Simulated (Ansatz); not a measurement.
**Photoemission of amorphous SiO**

Aim: make a small model of amorphous SiO and see how disorder spreads its core levels and valence spectrum.

Calculated with Ansatz 0.2.0; DFT, PBE, plane-wave PAW, scalar-relativistic; PAW set soft_1.

## Step 1: The structure

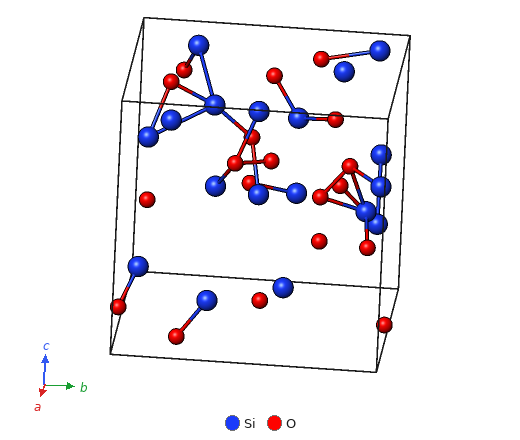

Start, viewed slightly off an axis; silicon blue, oxygen red. Bonds to atoms that aren't drawn are left out. Some periodic images of atoms are drawn too.

The cell holds 36 atoms: 18 Si and 18 O. Its edges and angles: a = 8.494 Å, b = 8.494 Å, c = 8.494 Å, α = 90.0°, β = 90.0°, γ = 90.0°. How the cell was made: glass; density 2.15 g/cm³; hottest run set to 3400 K; random start, relaxed, three short dynamics runs, relaxed.

## Step 2: Relaxing the atoms

Random starting positions are first pushed apart, with loose settings.

File input.yaml:

```yaml
crystal:
  lattice:
    - [8.4942445963, 0.0, 0.0]
    - [0.0, 8.4942445963, 0.0]
    - [0.0, 0.0, 8.4942445963]
  atoms:
    - { symbol: Si, position: [0.9430561056, 0.5113275528, 0.9762437057] }
    - { symbol: Si, position: [0.0808360239, 0.607355832, 0.3764865844] }
    - { symbol: Si, position: [0.801901207, 0.1745278161, 0.8716352742] }
    - { symbol: Si, position: [0.5439414008, 0.9022150797, 0.4771535238] }
    - { symbol: Si, position: [0.4304962777, 0.7889467175, 0.9841529999] }
    - { symbol: Si, position: [0.1776925858, 0.6088516168, 0.7048647456] }
    - { symbol: Si, position: [0.4978675988, 0.493619834, 0.5002261893] }
    - { symbol: Si, position: [0.9585822861, 0.3499373998, 0.2237711468] }
    - { symbol: Si, position: [0.1707298194, 0.2213516599, 0.9625074113] }
    - { symbol: Si, position: [0.0419680372, 0.9150572012, 0.5371708512] }
    - { symbol: Si, position: [0.3950105103, 0.3073579197, 0.8070479361] }
    - { symbol: Si, position: [0.7877274985, 0.6217780654, 0.2375048176] }
    - { symbol: Si, position: [0.5058931942, 0.0714182221, 0.7000873205] }
    - { symbol: Si, position: [0.6171147571, 0.0633796207, 0.225141601] }
    - { symbol: Si, position: [0.1129725553, 0.8969057816, 0.9697327317] }
    - { symbol: Si, position: [0.8331636567, 0.3537918636, 0.633914728] }
    - { symbol: Si, position: [0.7857538492, 0.9700710402, 0.6597066845] }
    - { symbol: Si, position: [0.2463094556, 0.9265030624, 0.3314017689] }
    - { symbol: O, position: [0.034841521, 0.1618466513, 0.8161540947] }
    - { symbol: O, position: [0.3809120287, 0.4513279262, 0.6847571943] }
    - { symbol: O, position: [0.728427096, 0.0032605866, 0.0978702544] }
    - { symbol: O, position: [0.7424176727, 0.9273216498, 0.40176568] }
    - { symbol: O, position: [0.4192202157, 0.14160694, 0.894987301] }
    - { symbol: O, position: [0.3261215646, 0.7572471417, 0.758690775] }
    - { symbol: O, position: [0.6182334147, 0.8393605982, 0.6761801226] }
    - { symbol: O, position: [0.8663400773, 0.5606491317, 0.7589118499] }
    - { symbol: O, position: [0.9529554993, 0.2413753216, 0.0720602276] }
    - { symbol: O, position: [0.4373294246, 0.073273447, 0.4303594418] }
    - { symbol: O, position: [0.9788569082, 0.4337079801, 0.7776673531] }
    - { symbol: O, position: [0.1425784578, 0.5086535744, 0.8533727656] }
    - { symbol: O, position: [0.3580413574, 0.7197846633, 0.2858896299] }
    - { symbol: O, position: [0.5968774043, 0.7322475334, 0.5402557312] }
    - { symbol: O, position: [0.3300161758, 0.7864888272, 0.5010277564] }
    - { symbol: O, position: [0.0939821685, 0.6780842948, 0.9153741692] }
    - { symbol: O, position: [0.1645003764, 0.4370700823, 0.4320521764] }
    - { symbol: O, position: [0.5062684626, 0.5172032243, 0.0867779257] }
kpoints:
  mp_grid: { grid: [1, 1, 1] }
scf:
  occupations: { method: fermi_dirac, width: 0.1 }
  n_extra_bands: 24
hamiltonian:
  xc: pbe
  pseudopotentials: { kind: paw, azcp: { folder: soft_1 } }
output:
  forces: true
basis:
  ecutwfc: 320
relax:
  f_tol: 0.2
  max_steps: 25
```

The run is started by

```bash
> ansatz run input.yaml --threads 8 --pin off --max-ram 23552MiB --backend cpu --events-out ev --progress --plain --runs-dir out
```

Numbers of over 12 decimals in the logs are rounded to 6 here.

Output:

```text
Warning: basis.ecutwfc = 320 eV is below the records' recommended 420 eV, and the density's cutoff is lower with it unless basis.ecutrho_ratio is high enough to keep the records' density cutoff: compare with a run at a higher cutoff
scf.n_extra_bands = 24 over 90 filled bands (N_el = 180.0): the run solves 114 bands
Engine: ansatz 0.2.0, aarch64-unknown-linux-gnu
Pseudopotentials: kind: paw
Pseudopotential: Si, paw, valence charge 4, recommended cutoff 420 eV (normal), soft_1/Si.paw.azcp
Pseudopotential: O, paw, valence charge 6, recommended cutoff 420 eV (normal), soft_1/O.paw.azcp
Functional definition: PBE
  parameter kappa = 0.804
  parameter beta = 0.066725
  exchange = pbe_x(kappa = kappa, mu = beta*pi^2/3)
  correlation = pbe_c(beta = beta)
Crystal: 36 atoms, lattice volume = 612.878 Å³
Basis set: ecut = 320 eV, 8025 PW (Γ), exchange–correlation on 100×100×100 points (8 copies of the dense FFT grid, shifted against one another)
Bands: 114, of which v1, the nominal top of the filled ones, is band 90 counted from 1 (89 counted from 0)
Symmetry: 1 space group operations
Space group: P1 (ITA 1), of the structure as read, at distance tolerance 8.5e-5 Å
k-points: 1
Non-local potential: Si, projectors of the file, l = 0: 2, l = 1: 2, l = 2: 1
Non-local potential: O, projectors of the file, l = 0: 2, l = 1: 2, l = 2: 1
PAW form: soft (Blöchl's): semilocal exchange-correlation on the pseudo side does not see the compensation charge
PAW one-centre angular grid: Si, 110 points (default); XC on 64 Gauss nodes
PAW one-centre angular grid: O, 110 points (default); XC on 64 Gauss nodes
Initial density: superposition of atomic densities (chi_scale 0.1, normalization cell, long waves kept (reshape's long-wave potential 0.97 eV rms))
Initial wavefunctions: pseudopotential atomic-orbital guess
Functional: x = pbe(κ = 0.804, μ = 0.219515), c = pbe(β = 0.066725)
SCF iter   1: F=—  HF=-21625.960547 eV  |F-HF|=—  |Δ(HF+E_count)|=         —  Δρ=9.00e-2  dr2=1.44e2  ethr=3.10e-3  ⟨swp⟩=9.0  Hψ=626  notcnv=0
preconditioner: auto → LDOS  [metal: Δε(μ)=0.108 eV  Ē_g=7.659 eV  σ=0.100 eV  W_gap=0.26  n_scr=122 (ndim 8)  ℏωp=18.9 eV  f_vac=0.027  D(μ)=13.12/eV (n_scr^D=80)  β→1.0]
SCF iter   2: F=—  HF=-21621.886114 eV  |F-HF|=—  |Δ(HF+E_count)|=    4.07e0  Δρ=1.13e-1  dr2=1.33e2  ethr=3.10e-3  ⟨swp⟩=9.0  Hψ=343  notcnv=0  defer=2
SCF iter   3: F=—  HF=-21606.628960 eV  |F-HF|=—  |Δ(HF+E_count)|=    1.53e1  Δρ=2.96e-2  dr2=7.82e0  ethr=3.10e-3  ⟨swp⟩=6.0  Hψ=291  notcnv=0
SCF iter   4: F=—  HF=-21605.947645 eV  |F-HF|=—  |Δ(HF+E_count)|=   6.81e-1  Δρ=9.84e-3  dr2=7.73e-1  ethr=3.10e-3  ⟨swp⟩=2.0  Hψ=163  notcnv=0  defer=1
SCF iter   5: F=—  HF=-21605.922466 eV  |F-HF|=—  |Δ(HF+E_count)|=   2.52e-2  Δρ=3.88e-3  dr2=1.03e-1  ethr=4.30e-4  ⟨swp⟩=3.0  Hψ=219  notcnv=0  defer=1
[...]
relax step   2: F+E_penalty+E_count = -21615.65549305 eV  Δ(F+E_penalty+E_count) = -9.727e0 eV  max|allowed force component| = 7.288e0 eV/Å  Δτ_max = 0.1949 Å  (8 SCF iters, dr2 threshold 1.00e-4 eV, accepted)
relax step   5: F+E_penalty+E_count = -21636.48648277 eV  Δ(F+E_penalty+E_count) = -4.373e0 eV  max|allowed force component| = 3.123e0 eV/Å  Δτ_max = 0.1950 Å  (8 SCF iters, dr2 threshold 1.00e-4 eV, accepted)
relax step  10: F+E_penalty+E_count = -21652.60988446 eV  Δ(F+E_penalty+E_count) = -1.768e0 eV  max|allowed force component| = 1.563e0 eV/Å  Δτ_max = 0.1950 Å  (7 SCF iters, dr2 threshold 1.00e-4 eV, accepted)
relax step  15: F+E_penalty+E_count = -21659.11919158 eV  Δ(F+E_penalty+E_count) = -1.161e0 eV  max|allowed force component| = 1.278e0 eV/Å  Δτ_max = 0.1952 Å  (7 SCF iters, dr2 threshold 1.00e-4 eV, accepted)
relax step  20: F+E_penalty+E_count = -21662.88285941 eV  Δ(F+E_penalty+E_count) = -4.332e-1 eV  max|allowed force component| = 8.291e-1 eV/Å  Δτ_max = 0.1943 Å  (7 SCF iters, dr2 threshold 1.00e-4 eV, accepted)
relax step  25: F+E_penalty+E_count = -21664.38289816 eV  Δ(F+E_penalty+E_count) = -4.550e-1 eV  max|allowed force component| = 8.495e-1 eV/Å  Δτ_max = 0.1952 Å  (10 SCF iters, accepted)
Step failed. What follows is not a result of the run: it is the report of the last solve that finished, which converged after 10 SCF iterations.
Free energy (F): -21664.382898 eV
Harris-Foulkes:  -21664.382898 eV  (|F-HF|=3.30e-9)
Internal energy: -21664.300213 eV  (E = F + TS)
E sigma→0 (E₀):  -21664.341556 eV
Entropy (-TS):   -0.082685 eV (-2.297 meV/atom)
Fermi energy:    4.790257 eV
--- Per-component energies (eV) ---
  E_band       = -736.558840
  E_kinetic    = 3823.990692
  E_local      = -11702.417630  (includes V_loc(G=0)·N_el)
  E_nonlocal   = 1303.668232
  E_hartree    = 4571.714820
  E_xc         = -2304.670592
  E_vxc        = -2503.069082  (∫ρ·V_xc dr)
  E_paw        = -12128.421714  (= ΣΔE_a)
  E_vpaw       = -802.201942  (= ΣTr[D̂ρ^β])
  E_aug_tail   = 0.040390  (compensation charges beyond the density's cutoff)
  E_ewald      = -5228.204412
  E_smearing   = -0.082685  (= −TS)
  E_closure    = -0.000000  (closes the sum)
  Σ components = -21664.382898   (vs F -21664.382898, Δ=0.00e0)
--- Forces (eV/Å), atoms counted from 1 ---
  atom   1  Si     0.13106545     0.00304632    -0.20263416
  atom   2  Si     0.07954420     0.08858098     0.06947833
  atom   3  Si     0.26896178     0.13182097    -0.17351577
  atom   4  Si     0.61517606     0.39704648    -0.51040591
  atom   5  Si    -0.68224547    -0.20980822    -0.18710684
  atom   6  Si     0.38616545    -0.77701561    -0.18205176
  atom   7  Si     0.02772302     0.25482022    -0.05048376
  atom   8  Si     0.30645751    -0.11414593     0.11071491
[...]
atom  33  O     -0.84947848     0.16894968     0.26165332
  atom  34  O      0.06855329    -0.16848414     0.20278277
  atom  35  O     -0.08384761     0.01059556     0.10805053
  atom  36  O      0.23539944    -0.02167055     0.22422424
  max |Σ_I F_I| component: 6.58e-5 eV/Å
End of that report.
Error: geometry relaxation did not converge after 25 steps: max|allowed force component| = 8.49e-1 eV/Å (threshold 2.0e-1). Raise `relax.max_steps` over both its present limit and 25, loosen `relax.f_tol`, or start from a geometry closer to equilibrium. Where this run's directory can be resumed (`checkpoint.write`), a resume goes on for up to `relax.max_steps` more
```

Wall time 26 s (8 threads of Arm Neoverse V2, shared host); peak memory 0.5 GiB.

The run stopped before the relaxation met all its tests.

The program's message: “Error: geometry relaxation did not converge after 25 steps: max|allowed force component| = 8.49e-1 eV/Å (threshold 2.0e-1). Raise `relax.max_steps` over both its present limit and 25, loosen `relax.f_ …”

[end of part 1 of 8]

[Logs are printed without paths, hosts, clocks, repeated set-up lines and the standing remarks that a program may print on its own settings, such as how far it seeks lower states.]

[Hosts, paths, dates, database ids (printed as entryN), source tags and the programs' standing remarks are cut or masked in the printed files.]

[Maps of the electrostatic potential energy from Ansatz leave out the sawtooth potential of an applied field or a dipole correction, so their vacuum need not be flat; work functions include it.]
